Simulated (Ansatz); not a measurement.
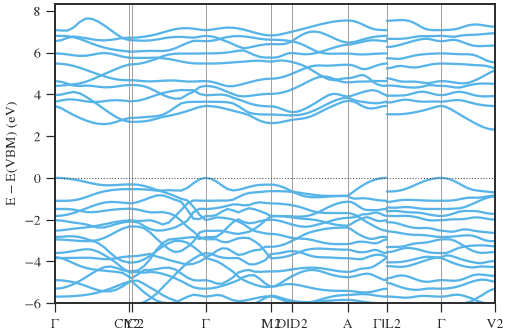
Figure. Band structure from r²SCAN (plane waves, PAW; program Ansatz)

Read off the gap and where the band edges lie.

About 2.3 eV (2.31 eV by a search for the band edges); maximum at Γ, minimum at V2.

Which compound is it?
(A) Ba2LaTaO6, C2/m (Pearson symbol mS20)
(B) Nb2O5, C2 (Nb on 4c, O on 2b, O on 4c, O on 4c)
(C) MgV2O6, C2/m (Pearson symbol mS18)
(D) P2Pd, C2/c (P on 8f, Pd on 4c)

B, Nb2O5, C2 (Nb on 4c, O on 2b, O on 4c, O on 4c)

The first step of the workflow began from a Materials Project structure, measured or hypothetical; the Crystallography Open Database copy checked does not list it. COD files the formula under space group No. 3, 15, 139. Its standing as an ambient phase is unchecked. The cell was relaxed with r²SCAN under the symmetry of its start; whether a distortion lowers the energy is not shown. No spin polarisation was allowed. Spin–orbit coupling is left out wherever it is not named.

Potentials: the later of the program's two PAW sets.
